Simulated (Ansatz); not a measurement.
# C$_{3}$H$_{11}$HfNO$_{3}$: what the fields show

```yaml
atoms:
  - { symbol: C, position_ang: [2.2783, 0.1399, -0.8004] }
  - { symbol: C, position_ang: [1.3535, -0.3586, 0.3007] }
  - { symbol: N, position_ang: [-0.0326, -0.4995, -0.0987] }
  - { symbol: C, position_ang: [-0.2784, -1.5976, -1.0013] }
  - { symbol: Hf, position_ang: [-1.4166, 0.7908, 0.6515] }
  - { symbol: O, position_ang: [-0.5795, 2.5453, 0.6863] }
  - { symbol: O, position_ang: [-2.9744, 0.6464, -0.4927] }
  - { symbol: O, position_ang: [-1.8824, 0.2896, 2.4745] }
  - { symbol: H, position_ang: [1.9464, 1.1168, -1.1595] }
  - { symbol: H, position_ang: [3.3018, 0.2382, -0.4291] }
  - { symbol: H, position_ang: [2.2997, -0.5470, -1.6491] }
  - { symbol: H, position_ang: [1.7273, -1.3197, 0.6889] }
  - { symbol: H, position_ang: [1.4104, 0.3448, 1.1423] }
  - { symbol: H, position_ang: [0.0424, -2.5562, -0.5658] }
  - { symbol: H, position_ang: [0.2431, -1.4839, -1.9612] }
  - { symbol: H, position_ang: [-1.3452, -1.6743, -1.2247] }
  - { symbol: H, position_ang: [-0.4509, 3.4144, 1.0509] }
  - { symbol: H, position_ang: [-3.8525, 0.8491, -0.7967] }
  - { symbol: H, position_ang: [-1.7903, -0.3385, 3.1841] }
```

Geometry: PBE0-D4/def2-TZVP; core potentials replace the inner electrons of Hf.

Level of theory: RKS PBE0-D4/def2-TZVPP in Ansatz.

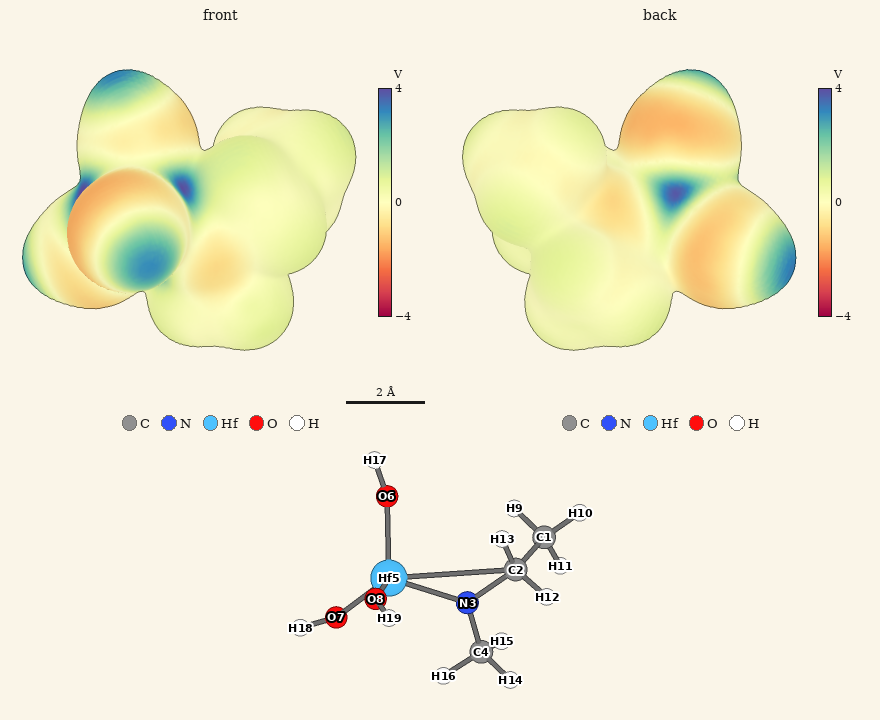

Figure 1. The electrostatic potential painted on the density surface at 0.004 e/bohr³, seen from the front and from behind; the colour scale runs from red (negative) to blue (positive). The bare structure is drawn below in the same view.

Describe the electrostatic potential map.

The most negative region (about −1.5 V, or −35 kcal/mol for a unit charge) lies over O8, the most positive (about +3.8 V, or +88 kcal/mol for a unit charge) over Hf5. O8 is the likeliest acceptor of a hydrogen bond.

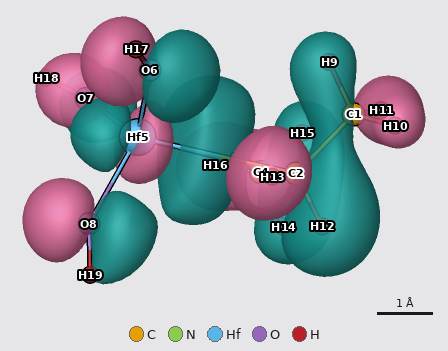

Figure 2. The HOMO−1 at ±0.06 Å⁻³ᐟ² (teal and pink are the two phases), seen from one side.

What is the character of this orbital?

By Hirshfeld shares it lies mainly on N3 (about 25 %), Hf5 (about 10 %), C2 (about 10 %), O6 (about 10 %), C4 (about 10 %) and O8 (about 5 %). Its energy is −8.31 eV.

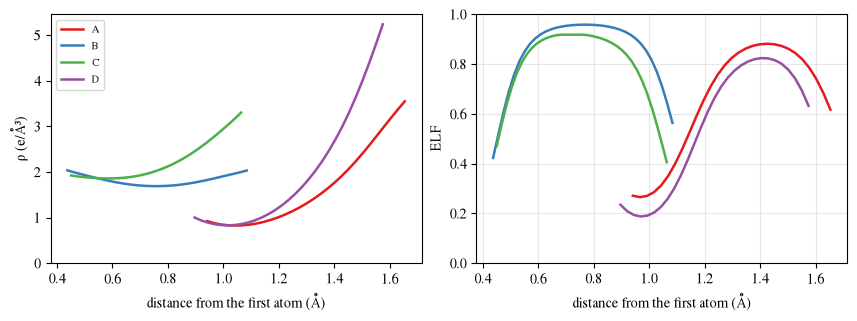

Figure 3. Electron density and electron localisation function along straight lines between neighbouring atoms. The curves leave out the atomic cores.

Which curve belongs to which contact (C–C, C–N, Hf–N and Hf–O)? The first atom named is at distance zero.

Curve A: Hf–N (2.04 Å): the density is about 0.83 e/Å³ at the midpoint; the ELF peaks at about 0.90 in the valence shell of N, 0.6 Å from its nucleus, and is about 0.30 at the midpoint. Curve B: C–C (1.52 Å): ρ is about 1.7 e/Å³ halfway; the ELF peaks at about 0.95 between the atoms (a covalent bond). Curve C: C–N (1.44 Å): the density is about 2 e/Å³ at the midpoint; the ELF peaks at about 0.90 between the atoms: localised, covalent bonding. Curve D: Hf–O (1.94 Å): ρ is about 0.85 e/Å³ halfway; the ELF peaks at about 0.80 in the valence shell of O, 0.5 Å from its nucleus, and drops to about 0.20 between the two atoms.

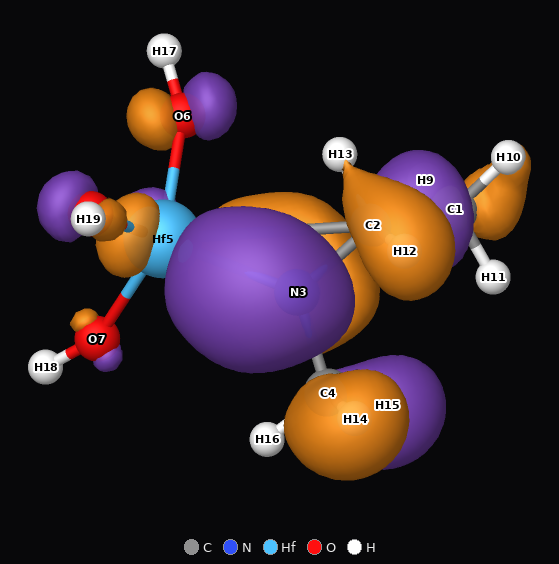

Figure 4. The HOMO at ±0.08 Å⁻³ᐟ² (orange and purple are the two phases), seen across its widest extent.

What is the character of this orbital?

Its weight (Hirshfeld) is mainly on N3 (about 50 %), Hf5 (about 10 %), C4 (about 10 %) and C2 (about 5 %). Its energy is −6.03 eV.
